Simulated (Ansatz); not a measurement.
# H3NO: small, medium and large basis sets

How large a basis does H3NO need? Two functionals and correlated methods are run in growing sets.

Program: Ansatz 0.2.0, Gaussian basis. Level of theory: one geometry, several basis sets. These are calculated values, not measurements.

Plan: PBE0-D4/def2-SVP; ωB97M-V/def2-SVP; PBE0-D4/def2-QZVPP; ωB97M-V/def2-QZVPP; CCSD(T)/cc-pV(D+d)Z; CCSD(T)/cc-pV(T+d)Z; CCSD(T)/cc-pV(Q+d)Z; the functionals' def2-TZVPP values are taken from earlier runs.

**1. The geometry**

The geometry comes from an earlier relaxation with PBE0-D4/def2-TZVP; it is a stationary point.

SMILES `NO`, 5 atoms, charge 0, spin multiplicity 1.

Atoms are counted from 1 here; the program's logs count them from 0.

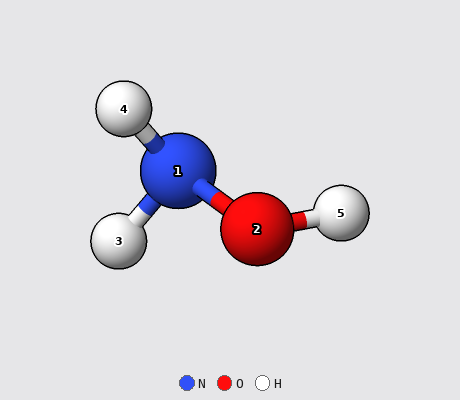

The structure; nitrogen blue, oxygen red, hydrogen white; atoms are numbered from 1 in the order of the file.

**2. PBE0-D4 in def2-SVP**

Input file in.yaml:

```yaml
crystal:
  periodic: [false, false, false]
  atoms:
    - {symbol: N, position_ang: [-0.164982, -0.361406, -0.321157]}
    - {symbol: O, position_ang: [0.364648, 0.665760, 0.508275]}
    - {symbol: H, position_ang: [-0.162923, -1.190111, 0.266817]}
    - {symbol: H, position_ang: [-1.141418, -0.109681, -0.446369]}
    - {symbol: H, position_ang: [1.104676, 0.995428, -0.007557]}
basis:
  gaussian: {orbitals: def2-SVP}
hamiltonian: {xc: pbe0, dispersion: d4}
output: {orbitals: {seedname: orbitals}}
```

Command:

```console
ansatz run in.yaml --threads 2 --pin off --events-out ev --progress --plain --max-ram 32768MiB --backend cpu
```

The program printed:

```text
Functional definition: PBE0
  name "PBE0"
  cite "Adamo & Barone, J. Chem. Phys. 110, 6158 (1999) doi:10.1063/1.478522"
  cite "Perdew, Burke & Ernzerhof, Phys. Rev. Lett. 77, 3865 (1996) doi:10.1103/PhysRevLett.77.3865"
  parent pbe
  parameter a = 0.25
  parameter kappa = 0.804
  parameter beta = 0.06672455060314922
  exchange = (1 - a)*pbe_x(kappa = kappa, mu = beta*pi^2/3) + a*exact_x
  correlation = pbe_c(beta = beta)
489 factors; their error is unknown
mean field evaluation 1: about -3574.7092 eV, gradient 3.7e1 eV
mean field evaluation 2: about -3574.2872 eV, gradient 4.1e1 eV
mean field evaluation 4: about -3577.3855 eV, gradient 1.1e0 eV
mean field evaluation 8: about -3577.3861 eV, gradient 1.9e-2 eV
mean field -3577.38605885 eV, -131.4665128235 hartree, gradient 4.2e-5 eV, S^2 0.000000; 0 other end points of the search recorded, 0 dependent functions left out
reference -3577.38607415 eV, -131.4665133856 hartree; 9, 9 occupied and 34, 34 virtual orbitals, 489 factors
Total energy: -3577.40889744 eV, -131.4673521260 hartree
```

Wall time 0.3 s (2 threads of AMD EPYC 7R13, shared host).

**3. ωB97M-V in def2-SVP**

Edit in.yaml of step 2 so:

```diff
@@ -10,3 +10,3 @@
   gaussian: {orbitals: def2-SVP}
-hamiltonian: {xc: pbe0, dispersion: d4}
+hamiltonian: {xc: {name: wB97M-V}}
 output: {orbitals: {seedname: orbitals}}
```

The command is unchanged.

The program printed:

```text
Functional definition: wB97M-V
  name "wB97M-V"
  cite "Mardirossian & Head-Gordon, J. Chem. Phys. 144, 214110 (2016) doi:10.1063/1.4952647"
  cite "Becke, J. Chem. Phys. 107, 8554 (1997) doi:10.1063/1.475007"
  cite "Vydrov & Van Voorhis, J. Chem. Phys. 133, 244103 (2010) doi:10.1063/1.3521275"
  # Of w^i u^j: cxij and so on, Table III.
  parameter omega = 0.3/bohr
  parameter cx = 0.15
  parameter cx01 = 1.007
  parameter cx10 = 0.259
  parameter css00 = 0.443
  parameter css04 = -1.437
  parameter css10 = -4.535
  parameter css20 = -3.390
  parameter css43 = 4.278
  parameter cos00 = 1.000
  parameter cos10 = 1.358
  parameter cos20 = 2.924
  parameter cos21 = -8.812
  parameter cos60 = -1.390
  parameter cos61 = 9.142
  parameter b = 6.0
  parameter c = 0.01
  gx(w, u) = 1 - cx + cx01*u + cx10*w
  gss(w, u) = css00 + css04*u^4 + css10*w + css20*w^2 + css43*w^4*u^3
  gos(w, u) = cos00 + cos10*w + (cos20 + cos21*u)*w^2 + (cos60 + cos61*u)*w^6
  exchange = spin_sum(e_x_unif_sr(omega)*gx(b97_w, b97_u_x)) + cx*exact_x_sr(omega) + exact_x_lr(omega)
  correlation = spin_sum(e_c_pw_mod_same_spin*gss(b97_w, b97_u_same))
      + integral(e_c_pw_mod_opposite_spin*gos(b97_w_opposite, b97_u_opposite)) + vv10(b, c)
489 factors; their error is unknown
112 factors; integrals over basis functions are off by at most 6.9e-6 eV
mean field evaluation 1: about -3577.9075 eV, gradient 3.2e1 eV
mean field evaluation 2: about -3578.8304 eV, gradient 2.5e1 eV
mean field evaluation 4: about -3579.8596 eV, gradient 1.1e0 eV
mean field evaluation 8: about -3579.8478 eV, gradient 2.5e-2 eV
mean field -3579.84777147 eV, -131.5569790935 hartree, gradient 3.2e-5 eV, S^2 0.000000; 0 other end points of the search recorded, 0 dependent functions left out
reference -3579.84779623 eV, -131.5569800034 hartree; 9, 9 occupied and 34, 34 virtual orbitals, 489 factors
Total energy: -3579.84779623 eV, -131.5569800034 hartree
```

Wall time 0.75 s (2 threads of AMD EPYC 7R13, shared host).

**4. PBE0-D4 in def2-QZVPP**

Edit in.yaml of step 3 so:

```diff
@@ -9,4 +9,4 @@
 basis:
-  gaussian: {orbitals: def2-SVP}
-hamiltonian: {xc: {name: wB97M-V}}
+  gaussian: {orbitals: "def2-QZVPP.json"}
+hamiltonian: {xc: pbe0, dispersion: d4}
 output: {orbitals: {seedname: orbitals}}
```

The command is unchanged.

The program printed:

```text
Functional definition: PBE0
  name "PBE0"
  cite "Adamo & Barone, J. Chem. Phys. 110, 6158 (1999) doi:10.1063/1.478522"
  cite "Perdew, Burke & Ernzerhof, Phys. Rev. Lett. 77, 3865 (1996) doi:10.1103/PhysRevLett.77.3865"
  parent pbe
  parameter a = 0.25
  parameter kappa = 0.804
  parameter beta = 0.06672455060314922
  exchange = (1 - a)*pbe_x(kappa = kappa, mu = beta*pi^2/3) + a*exact_x
  correlation = pbe_c(beta = beta)
547 factors; their error is unknown
mean field evaluation 1: about -3578.2523 eV, gradient 4.7e1 eV
mean field evaluation 2: about -3575.6849 eV, gradient 6.0e1 eV
mean field evaluation 4: about -3582.1248 eV, gradient 2.4e0 eV
mean field evaluation 8: about -3582.1331 eV, gradient 2.4e-2 eV
mean field -3582.13312881 eV, -131.6409644267 hartree, gradient 2.1e-5 eV, S^2 0.000000; 0 other end points of the search recorded, 0 dependent functions left out
reference -3582.13315002 eV, -131.6409652061 hartree; 9, 9 occupied and 195, 195 virtual orbitals, 547 factors
Total energy: -3582.15597331 eV, -131.6418039466 hartree
```

Wall time 1.1 s (2 threads of AMD EPYC 7R13, shared host); peak memory 0.29 GiB.

**5. ωB97M-V in def2-QZVPP**

Edit in.yaml of step 4 so:

```diff
@@ -10,3 +10,3 @@
   gaussian: {orbitals: "def2-QZVPP.json"}
-hamiltonian: {xc: pbe0, dispersion: d4}
+hamiltonian: {xc: {name: wB97M-V}}
 output: {orbitals: {seedname: orbitals}}
```

Launched as before.

The program printed:

```text
Functional definition: wB97M-V
  name "wB97M-V"
  cite "Mardirossian & Head-Gordon, J. Chem. Phys. 144, 214110 (2016) doi:10.1063/1.4952647"
  cite "Becke, J. Chem. Phys. 107, 8554 (1997) doi:10.1063/1.475007"
  cite "Vydrov & Van Voorhis, J. Chem. Phys. 133, 244103 (2010) doi:10.1063/1.3521275"
  # Of w^i u^j: cxij and so on, Table III.
  parameter omega = 0.3/bohr
  parameter cx = 0.15
  parameter cx01 = 1.007
  parameter cx10 = 0.259
  parameter css00 = 0.443
  parameter css04 = -1.437
  parameter css10 = -4.535
  parameter css20 = -3.390
  parameter css43 = 4.278
  parameter cos00 = 1.000
  parameter cos10 = 1.358
  parameter cos20 = 2.924
  parameter cos21 = -8.812
  parameter cos60 = -1.390
  parameter cos61 = 9.142
  parameter b = 6.0
  parameter c = 0.01
  gx(w, u) = 1 - cx + cx01*u + cx10*w
  gss(w, u) = css00 + css04*u^4 + css10*w + css20*w^2 + css43*w^4*u^3
  gos(w, u) = cos00 + cos10*w + (cos20 + cos21*u)*w^2 + (cos60 + cos61*u)*w^6
  exchange = spin_sum(e_x_unif_sr(omega)*gx(b97_w, b97_u_x)) + cx*exact_x_sr(omega) + exact_x_lr(omega)
  correlation = spin_sum(e_c_pw_mod_same_spin*gss(b97_w, b97_u_same))
      + integral(e_c_pw_mod_opposite_spin*gos(b97_w_opposite, b97_u_opposite)) + vv10(b, c)
547 factors; their error is unknown
156 factors; integrals over basis functions are off by at most 1.1e-5 eV
mean field evaluation 1: about -3582.0276 eV, gradient 3.9e1 eV
mean field evaluation 2: about -3582.8201 eV, gradient 3.5e1 eV
mean field evaluation 4: about -3584.7406 eV, gradient 1.5e0 eV
mean field evaluation 8: about -3584.7398 eV, gradient 3.7e-2 eV
mean field -3584.73983500 eV, -131.7367591124 hartree, gradient 5.8e-5 eV, S^2 0.000000; 0 other end points of the search recorded, 0 dependent functions left out
reference -3584.73986926 eV, -131.7367603715 hartree; 9, 9 occupied and 195, 195 virtual orbitals, 547 factors
Total energy: -3584.73986926 eV, -131.7367603715 hartree
```

Run time: 2.8 s. Hardware: 2 threads of AMD EPYC 7R13, shared host; peak memory 0.36 GiB.

**6. Density functionals: the series**

The def2-TZVPP values come from earlier runs at the same geometry.

```csv
functional,basis,functions,energy (eV),from the largest (eV),HOMO (eV),LUMO (eV)
PBE0-D4,def2-SVP,43,-3577.4089,4.747,-7.07,2.10
PBE0-D4,def2-TZVPP,104,-3581.9338,0.222,-7.45,1.19
PBE0-D4,def2-QZVPP,204,-3582.1560,0.000,-7.53,0.82
ωB97M-V,def2-SVP,43,-3579.8478,4.892,-9.54,3.71
ωB97M-V,def2-TZVPP,104,-3584.5202,0.220,-9.94,2.53
ωB97M-V,def2-QZVPP,204,-3584.7399,0.000,-10.02,2.03
```

**7. CCSD(T) in cc-pV(D+d)Z**

Edit in.yaml of step 5 so:

```diff
@@ -9,4 +9,3 @@
 basis:
-  gaussian: {orbitals: "def2-QZVPP.json"}
-hamiltonian: {xc: {name: wB97M-V}}
-output: {orbitals: {seedname: orbitals}}
+  gaussian: {orbitals: "cc-pV(D+d)Z.json"}
+correlation: {method: ccsd_t}
```

Launched as before.

The program printed:

```text
Functional definition: HF
  name "HF"
  cite "Fock, Z. Phys. 61, 126 (1930) doi:10.1007/BF01340294"
  parent pbe
  exchange = exact_x
  correlation = 0
395 factors; integrals over basis functions are off by at most 1.3e-3 eV
mean field evaluation 1: about -3563.4950 eV, gradient 2.3e1 eV
mean field evaluation 2: about -3563.4965 eV, gradient 2.3e1 eV
mean field evaluation 4: about -3564.6058 eV, gradient 2.4e0 eV
mean field evaluation 8: about -3564.6210 eV, gradient 3.7e-4 eV
mean field evaluation 16: about -3564.6191 eV, gradient 2.1e-1 eV
mean field -3564.62095972 eV, -130.9974040830 hartree, gradient 2.0e-6 eV, S^2 0.000000; 0 other end points of the search recorded, 0 dependent functions left out
2 core orbitals not correlated: weight in the atoms' cores, before any rotation towards them, 1.000 or more for the frozen orbitals, at most 0.000 for the correlated occupied ones
reference -3564.62095972 eV, -130.9974040830 hartree; 7, 7 occupied and 34, 34 virtual orbitals, 395 factors
second order -9.94655613 eV of doubles, -0.00000000 eV of singles
cycle   1  -10.20102086 eV  change   -2.5e-1 eV  update   5.4e-2
cycle   2  -10.44284060 eV  change   -2.4e-1 eV  update   1.7e-2
cycle   3  -10.48262460 eV  change   -4.0e-2 eV  update   6.3e-3
cycle   4  -10.48206151 eV  change    5.6e-4 eV  update   1.5e-3
cycle   5  -10.48296499 eV  change   -9.0e-4 eV  update   5.9e-4
cycle   6  -10.48287629 eV  change    8.9e-5 eV  update   2.1e-4
cycle   7  -10.48276470 eV  change    1.1e-4 eV  update   6.7e-5
cycle   8  -10.48275849 eV  change    6.2e-6 eV  update   2.3e-5
cycle   9  -10.48275463 eV  change    3.9e-6 eV  update   7.6e-6
perturbative correction -0.23127024 eV, -0.0084990245 hartree
Total energy: -3575.33498459 eV, -131.3911372346 hartree
```

It took 0.3 s on 2 threads of AMD EPYC 7R13, shared host.

**8. CCSD(T) in cc-pV(T+d)Z**

Edit in.yaml of step 7 so:

```diff
@@ -9,3 +9,4 @@
 basis:
-  gaussian: {orbitals: "cc-pV(D+d)Z.json"}
+  gaussian: {orbitals: "cc-pV(T+d)Z.json"}
 correlation: {method: ccsd_t}
+output: {orbitals: {seedname: orbitals}}
```

Launched as before.

The program printed:

```text
Functional definition: HF
  name "HF"
  cite "Fock, Z. Phys. 61, 126 (1930) doi:10.1007/BF01340294"
  parent pbe
  exchange = exact_x
  correlation = 0
598 factors; integrals over basis functions are off by at most 9.2e-4 eV
mean field evaluation 1: about -3564.5546 eV, gradient 2.6e1 eV
mean field evaluation 2: about -3564.5592 eV, gradient 2.6e1 eV
mean field evaluation 4: about -3565.8212 eV, gradient 2.6e0 eV
mean field evaluation 8: about -3565.8384 eV, gradient 4.7e-4 eV
mean field evaluation 16: about -3565.8350 eV, gradient 2.6e-1 eV
mean field -3565.83837754 eV, -131.0421433625 hartree, gradient 3.1e-6 eV, S^2 0.000000; 0 other end points of the search recorded, 0 dependent functions left out
2 core orbitals not correlated: weight in the atoms' cores, before any rotation towards them, 1.000 or more for the frozen orbitals, at most 0.000 for the correlated occupied ones
reference -3565.83837754 eV, -131.0421433625 hartree; 7, 7 occupied and 93, 93 virtual orbitals, 598 factors
second order -12.67487908 eV of doubles, -0.00000000 eV of singles
cycle   1  -12.69576160 eV  change   -2.1e-2 eV  update   6.0e-2
cycle   2  -12.98174472 eV  change   -2.9e-1 eV  update   1.7e-2
cycle   3  -13.03017296 eV  change   -4.8e-2 eV  update   7.2e-3
cycle   4  -13.02754018 eV  change    2.6e-3 eV  update   1.6e-3
cycle   5  -13.02885728 eV  change   -1.3e-3 eV  update   6.8e-4
cycle   6  -13.02891688 eV  change   -6.0e-5 eV  update   2.3e-4
cycle   7  -13.02882439 eV  change    9.2e-5 eV  update   8.1e-5
cycle   8  -13.02881781 eV  change    6.6e-6 eV  update   2.8e-5
cycle   9  -13.02880842 eV  change    9.4e-6 eV  update   8.6e-6
perturbative correction -0.45898054 eV, -0.0168672236 hartree
Total energy: -3579.32616650 eV, -131.5378104644 hartree
```

It took 2.2 s on 2 threads of AMD EPYC 7R13, shared host; peak memory 0.38 GiB.

**9. CCSD(T) in cc-pV(Q+d)Z**

Edit in.yaml of step 8 so:

```diff
@@ -9,4 +9,3 @@
 basis:
-  gaussian: {orbitals: "cc-pV(T+d)Z.json"}
+  gaussian: {orbitals: "cc-pV(Q+d)Z.json"}
 correlation: {method: ccsd_t}
-output: {orbitals: {seedname: orbitals}}
```

Command:

```console
ansatz run in.yaml --threads 2 --pin off --events-out ev --progress --plain --max-ram 32768MiB --backend cuda --devices 0, --max-vram 18GiB
```

The program printed:

```text
Functional definition: HF
  name "HF"
  cite "Fock, Z. Phys. 61, 126 (1930) doi:10.1007/BF01340294"
  parent pbe
  exchange = exact_x
  correlation = 0
1188 factors; integrals over basis functions are off by at most 7.7e-4 eV
mean field evaluation 1: about -3564.7692 eV, gradient 2.7e1 eV
mean field evaluation 2: about -3564.7692 eV, gradient 2.7e1 eV
mean field evaluation 4: about -3566.1159 eV, gradient 2.7e0 eV
mean field evaluation 8: about -3566.1349 eV, gradient 5.5e-4 eV
mean field evaluation 16: about -3566.1346 eV, gradient 2.8e-1 eV
mean field -3566.13486654 eV, -131.0530391322 hartree, gradient 1.7e-6 eV, S^2 0.000000; 0 other end points of the search recorded, 0 dependent functions left out
2 core orbitals not correlated: weight in the atoms' cores, before any rotation towards them, 1.000 or more for the frozen orbitals, at most 0.000 for the correlated occupied ones
reference -3566.13486654 eV, -131.0530391322 hartree; 7, 7 occupied and 191, 191 virtual orbitals, 1188 factors
second order -13.63707463 eV of doubles, -0.00000000 eV of singles
cycle   1  -13.50973688 eV  change    1.3e-1 eV  update   6.3e-2
cycle   2  -13.80852912 eV  change   -3.0e-1 eV  update   1.8e-2
cycle   3  -13.86176611 eV  change   -5.3e-2 eV  update   7.6e-3
cycle   4  -13.85792916 eV  change    3.8e-3 eV  update   1.7e-3
cycle   5  -13.85896993 eV  change   -1.0e-3 eV  update   6.9e-4
cycle   6  -13.85913734 eV  change   -1.7e-4 eV  update   2.2e-4
cycle   7  -13.85904177 eV  change    9.6e-5 eV  update   8.1e-5
cycle   8  -13.85903935 eV  change    2.4e-6 eV  update   3.1e-5
cycle   9  -13.85903735 eV  change    2.0e-6 eV  update   9.5e-6
perturbative correction -0.52212350 eV, -0.0191876847 hartree
Total energy: -3580.51602739 eV, -131.5815370455 hartree
```

Wall time 11 s (1 × H100 (card shared with other runs) with 2 threads of AMD EPYC 7R13, shared host); peak host memory 0.79 GiB.

Energy pieces by basis (eV):

```csv
basis,HF,MP2 correlation,CCSD correlation,(T),total
cc-pV(D+d)Z,-3564.6210,-9.9466,-10.4828,-0.2313,-3575.3350
cc-pV(T+d)Z,-3565.8384,-12.6749,-13.0288,-0.4590,-3579.3262
cc-pV(Q+d)Z,-3566.1349,-13.6371,-13.8590,-0.5221,-3580.5160
```

**10. Extrapolating to the complete basis**

This step is arithmetic on the last runs, with X = 3 and 4: exp(−5.46√X) for Hartree-Fock, X^−3.05 for correlation.

```csv
level,energy at the limit (eV)
HF,-3566.2242
MP2,-3580.5463
CCSD,-3580.6743
CCSD(T),-3581.2413
```

```csv
basis,HF above its limit (eV),share of the MP2 correlation limit (%)
cc-pV(D+d)Z,1.603,69.4
cc-pV(T+d)Z,0.386,88.5
cc-pV(Q+d)Z,0.089,95.2
```

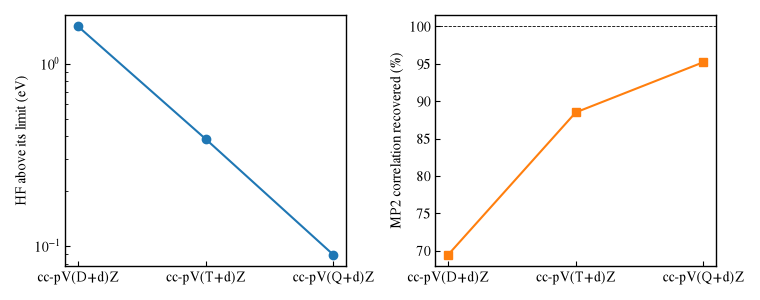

Hartree-Fock converges fast with the basis, correlation slowly.

**11. Outcome**

```
                                                  quantity          value
                    MP2 correlation recovered, cc-pV(D+d)Z         69.4 %
                    MP2 correlation recovered, cc-pV(T+d)Z         88.5 %
                    MP2 correlation recovered, cc-pV(Q+d)Z         95.2 %
CCSD(T) limit from def2 sets (earlier runs) minus this one        -16 meV
           PBE0-D4: double and triple zeta above quadruple  4.75, 0.22 eV
           ωB97M-V: double and triple zeta above quadruple  4.89, 0.22 eV
```

**Reading.** For PBE0-D4 the step from double to triple zeta gains 4.52 eV and the next only 0.22 eV. Correlation climbs from 69 % (cc-pV(D+d)Z) to 95 % (cc-pV(Q+d)Z) of the limit; Hartree-Fock is 0.089 eV from its own by then. A limit from the def2 sets, made apart, differs by 16 meV, a least measure of the doubt on such a limit. Total energies overstate the basis error of differences, where much of it tends to cancel. The LUMO of ωB97M-V is positive and keeps falling with the basis (3.71 to 2.03 eV): an unbound level that the basis holds in place.

For PBE0-D4 the largest set took about 4 times as long as the smallest (1.1 s against 0.3 s).
